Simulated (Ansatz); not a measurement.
Si₃H₈: geometry relaxation (part 1 of 2)

System: Si₃H₈.
Method: RKS PBE/6-31G* (Ansatz 0.2.0).

It belongs to a series of runs on one base structure; here: start relaxed. Figures and captions count atoms from 1; the log counts them from 0 in places.

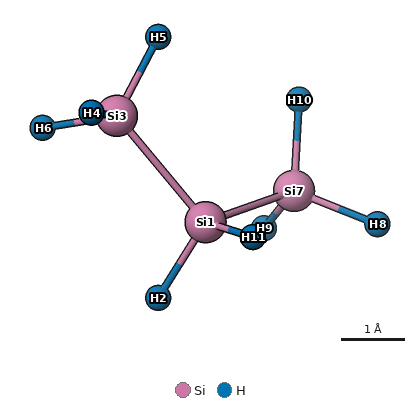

*The structure as given in the input (ball-and-stick view, seen at an oblique angle; atoms are numbered from 1 in the order of the input).*

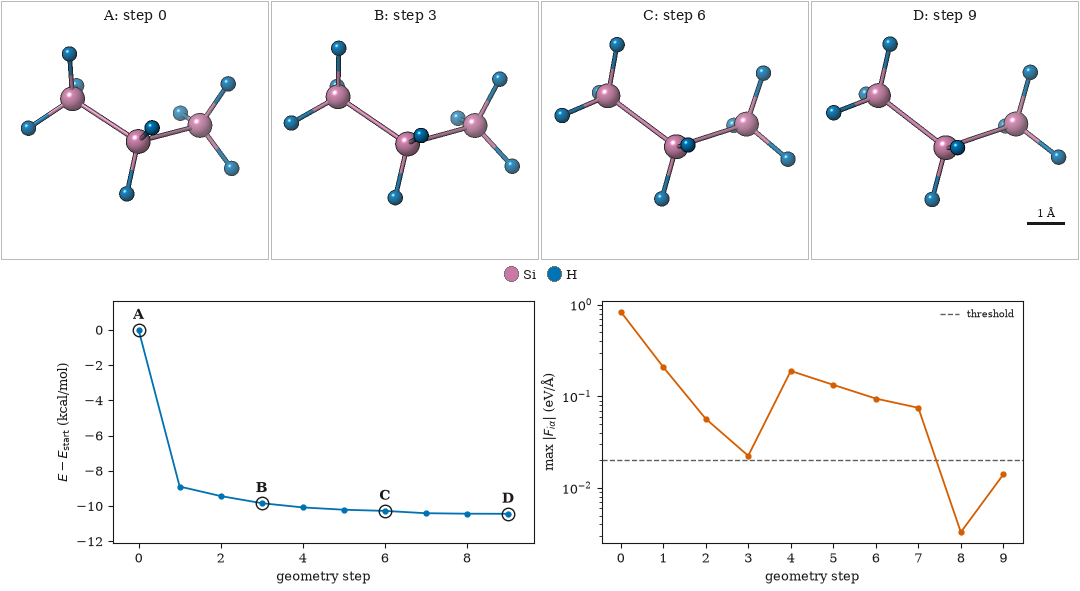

*Frames of the relaxation (ball-and-stick view, seen at a tilt) above the curves, on which the letters mark them (the first geometry is step 0 here and step 1 in the log).*

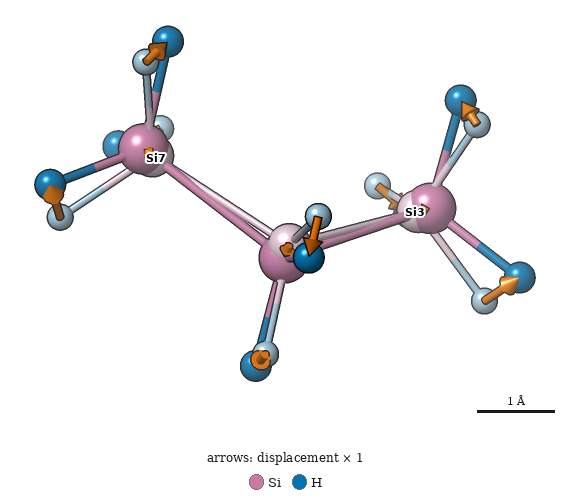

*Start (faint) and end (solid) with the displacements as orange arrows, at true length (ball-and-stick view, seen at a tilt). The two geometries are laid on each other by the best rigid fit.*

After 9 geometry steps the energy has fallen by 10.4 kcal/mol. Largest force component: 0.84 eV/Å at the start, 0.014 eV/Å at the end. The largest move after the best rigid fit is that of H8, 0.76 Å. Largest moves by element: H 0.76 Å, Si 0.23 Å. Distances before and after: Si1–Si3 2.220 → 2.353 Å, Si1–H11 1.459 → 1.505 Å, Si1–H2 1.460 → 1.505 Å. Among the angles that change: Si3–Si1–Si7 109.5° → 112.3°, H2–Si1–H11 109.5° → 107.2°. (Atoms are counted from 1 in the order of the input.)

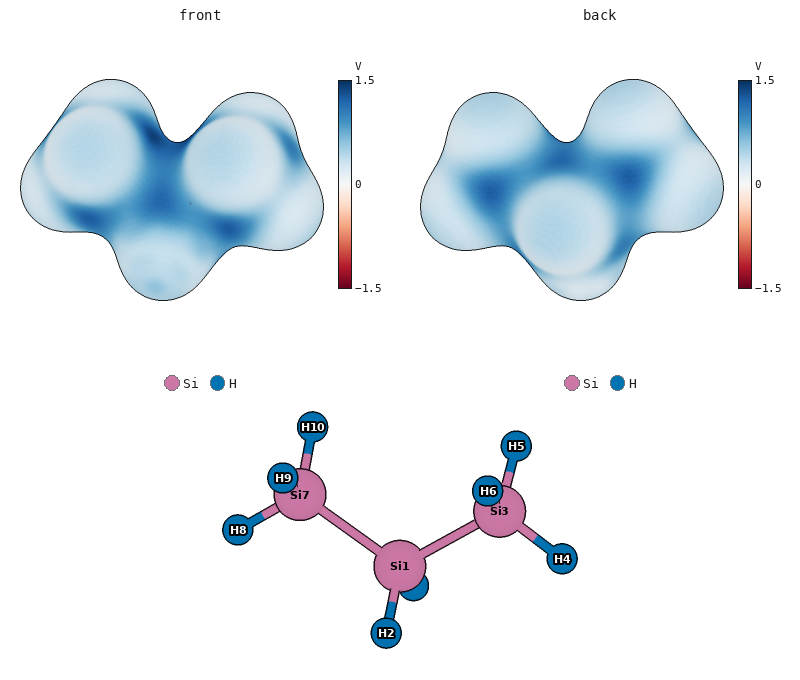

*The electrostatic potential painted on the density surface at 0.004 e/bohr³, seen at a tilt and from behind; red is negative and blue positive. The bare structure is drawn below in the same view.*

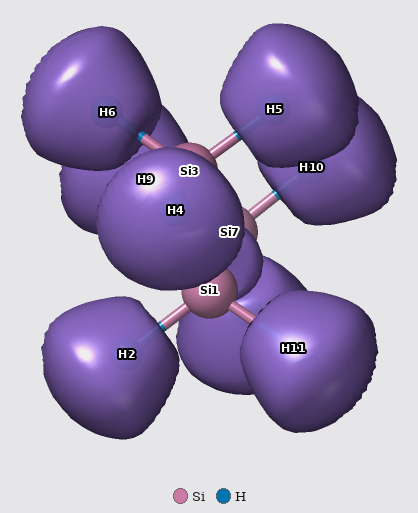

*Isosurface of the electron localisation function at 0.9 (purple), seen at an oblique angle. Core shells and regions of very low density are left out.*

Along the contacts the grid gives the following. Si–Si (2.35 Å): the ELF peaks at about 1 between the atoms (a covalent bond). Si–H (1.50 Å): the ELF climbs to about 1 towards the hydrogen, as it does in any bond to H.

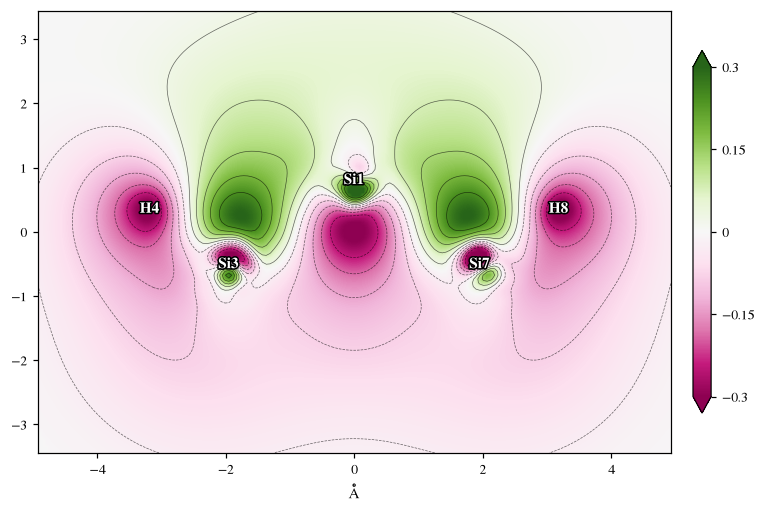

*The LUMO on the plane of atoms Si3, Si1 and Si7 (values in Å⁻³ᐟ²; the overall sign is arbitrary).*

Its weight (Hirshfeld) is mainly on Si1 (25 %), Si3 (25 %) and Si7 (25 %). Its energy is −0.76 eV.

The input and output of the run follow.

Input file:
```yaml
crystal:
  periodic: [false, false, false]
  atoms:
    - { symbol: Si, position_ang: [0.0, 0.0, 0.0] }
    - { symbol: H, position_ang: [0.0, 0.0, 1.46] }
    - { symbol: Si, position_ang: [2.0935, 0.0, -0.7393] }
    - { symbol: H, position_ang: [2.5508, -1.3762, -0.9079] }
    - { symbol: H, position_ang: [2.1573, 0.6939, -2.0222] }
    - { symbol: H, position_ang: [2.951, 0.6823, 0.2255] }
    - { symbol: Si, position_ang: [-1.0456, 1.8115, -0.7393] }
    - { symbol: H, position_ang: [-2.4302, 1.478, -1.0607] }
    - { symbol: H, position_ang: [-1.0215, 2.8436, 0.2931] }
    - { symbol: H, position_ang: [-0.3743, 2.3069, -1.9374] }
    - { symbol: H, position_ang: [-0.6877, -1.1914, -0.4862] }
basis:
  gaussian: { orbitals: "6-31G*" }
hamiltonian:
  xc: pbe
relax:
  f_tol: 0.02
  max_steps: 40
output:
  orbitals: {}
```

Command:
```bash
ansatz run input.yaml --threads 1 --pin off --max-ram 2048MiB --backend cpu --events-out ev --progress --plain --runs-dir out
```

Log:
```
The last accepted step is kept in [file] (removed where the run ends without a failure and the disk answers)
Engine: ansatz 0.2.0, aarch64-unknown-linux-gnu
Functional definition: PBE
  parameter kappa = 0.804
  parameter beta = 0.06672455060314922
  exchange = pbe_x(kappa = kappa, mu = beta*pi^2/3)
  correlation = pbe_c(beta = beta)
978 factors; their error is unknown
mean field evaluation 1: about -23746.8367 eV, gradient 1.6e1 eV
mean field evaluation 2: about -23747.6842 eV, gradient 1.1e1 eV
mean field evaluation 4: about -23748.1702 eV, gradient 4.3e-1 eV
mean field evaluation 8: about -23748.0765 eV, gradient 5.2e-3 eV
mean field -23748.07650790 eV, -872.7257146408 hartree, gradient 2.0e-5 eV, S^2 0.000000; 0 other end points of the search recorded, 0 dependent functions left out
the calculation of the forces begins
reference -23748.07655104 eV, -872.7257162263 hartree; 25, 25 occupied and 48, 48 virtual orbitals, 978 factors
relax step   1: F+E_penalty+E_count = -23748.07650790 eV  Δ(F+E_penalty+E_count) = +0.000e0 eV  max|allowed force component| = 8.420e-1 eV/Å  Δτ_max = 0.0000 Å  (21 SCF iters, accepted)
these checks for a lower state are left out or cut short: starts, cluster_reference, orbital_swaps, neighbouring_geometries, increment
978 factors; their error is unknown
mean field evaluation 16: about -23748.4619 eV, gradient 8.9e-2 eV
mean field -23748.46193747 eV, -872.7398789162 hartree, gradient 8.8e-5 eV, S^2 0.000000; 0 other end points of the search recorded, 0 dependent functions left out
the calculation of the forces begins
reference -23748.46198129 eV, -872.7398805266 hartree; 25, 25 occupied and 48, 48 virtual orbitals, 978 factors
relax step   2: F+E_penalty+E_count = -23748.46193747 eV  Δ(F+E_penalty+E_count) = -3.854e-1 eV  max|allowed force component| = 2.091e-1 eV/Å  Δτ_max = 0.1944 Å  (21 SCF iters, accepted)
these checks for a lower state are left out or cut short: starts, cluster_reference, orbital_swaps, neighbouring_geometries, increment
978 factors; their error is unknown
mean field -23748.48533661 eV, -872.7407388190 hartree, gradient 8.9e-5 eV, S^2 0.000000; 0 other end points of the search recorded, 0 dependent functions left out
the calculation of the forces begins
reference -23748.48538073 eV, -872.7407404401 hartree; 25, 25 occupied and 48, 48 virtual orbitals, 978 factors
relax step   3: F+E_penalty+E_count = -23748.48533661 eV  Δ(F+E_penalty+E_count) = -2.340e-2 eV  max|allowed force component| = 5.695e-2 eV/Å  Δτ_max = 0.0351 Å  (21 SCF iters, accepted)
these checks for a lower state are left out or cut short: starts, cluster_reference, orbital_swaps, neighbouring_geometries, increment
978 factors; their error is unknown
mean field -23748.50286679 eV, -872.7413830410 hartree, gradient 2.4e-5 eV, S^2 0.000000; 0 other end points of the search recorded, 0 dependent functions left out
the calculation of the forces begins
reference -23748.50291132 eV, -872.7413846775 hartree; 25, 25 occupied and 48, 48 virtual orbitals, 978 factors
relax step   4: F+E_penalty+E_count = -23748.50286679 eV  Δ(F+E_penalty+E_count) = -1.753e-2 eV  max|allowed force component| = 2.247e-2 eV/Å  Δτ_max = 0.1718 Å  (21 SCF iters, accepted)
these checks for a lower state are left out or cut short: starts, cluster_reference, orbital_swaps, neighbouring_geometries, increment
978 factors; their error is unknown
mean field evaluation 32: about -23748.6162 eV, gradient 1.3e-1 eV
mean field -23748.51330419 eV, -872.7417666085 hartree, gradient 4.3e-6 eV, S^2 0.000000; 0 other end points of the search recorded, 0 dependent functions left out
the calculation of the forces begins
reference -23748.51334864 eV, -872.7417682418 hartree; 25, 25 occupied and 48, 48 virtual orbitals, 978 factors
relax step   5: F+E_penalty+E_count = -23748.51330419 eV  Δ(F+E_penalty+E_count) = -1.044e-2 eV  max|allowed force component| = 1.894e-1 eV/Å  Δτ_max = 0.1951 Å  (22 SCF iters, accepted)
these checks for a lower state are left out or cut short: starts, cluster_reference, orbital_swaps, neighbouring_geometries, increment
978 factors; their error is unknown
mean field -23748.51900348 eV, -872.7419760537 hartree, gradient 8.6e-5 eV, S^2 0.000000; 0 other end points of the search recorded, 0 dependent functions left out
the calculation of the forces begins
reference -23748.51904784 eV, -872.7419776837 hartree; 25, 25 occupied and 48, 48 virtual orbitals, 978 factors
relax step   6: F+E_penalty+E_count = -23748.51900348 eV  Δ(F+E_penalty+E_count) = -5.699e-3 eV  max|allowed force component| = 1.335e-1 eV/Å  Δτ_max = 0.0510 Å  (20 SCF iters, accepted)
these checks for a lower state are left out or cut short: starts, cluster_reference, orbital_swaps, neighbouring_geometries, increment
978 factors; their error is unknown
mean field -23748.52185907 eV, -872.7420809945 hartree, gradient 1.2e-5 eV, S^2 0.000000; 0 other end points of the search recorded, 0 dependent functions left out
the calculation of the forces begins
reference -23748.52190338 eV, -872.7420826230 hartree; 25, 25 occupied and 48, 48 virtual orbitals, 978 factors
relax step   7: F+E_penalty+E_count = -23748.52185907 eV  Δ(F+E_penalty+E_count) = -2.856e-3 eV  max|allowed force component| = 9.458e-2 eV/Å  Δτ_max = 0.1554 Å  (24 SCF iters, accepted)
these checks for a lower state are left out or cut short: starts, cluster_reference, orbital_swaps, neighbouring_geometries, increment
978 factors; their error is unknown
mean field -23748.52758645 eV, -872.7422914721 hartree, gradient 8.8e-5 eV, S^2 0.000000; 0 other end points of the search recorded, 0 dependent functions left out
the calculation of the forces begins
reference -23748.52763076 eV, -872.7422931001 hartree; 25, 25 occupied and 48, 48 virtual orbitals, 978 factors
relax step   8: F+E_penalty+E_count = -23748.52758645 eV  Δ(F+E_penalty+E_count) = -5.727e-3 eV  max|allowed force component| = 7.502e-2 eV/Å  Δτ_max = 0.0543 Å  (21 SCF iters, accepted)
these checks for a lower state are left out or cut short: starts, cluster_reference, orbital_swaps, neighbouring_geometries, increment
978 factors; their error is unknown
mean field -23748.52874782 eV, -872.7423341514 hartree, gradient 8.6e-5 eV, S^2 0.000000; 0 other end points of the search recorded, 0 dependent functions left out
the calculation of the forces begins
reference -23748.52879210 eV, -872.7423357787 hartree; 25, 25 occupied and 48, 48 virtual orbitals, 978 factors
```
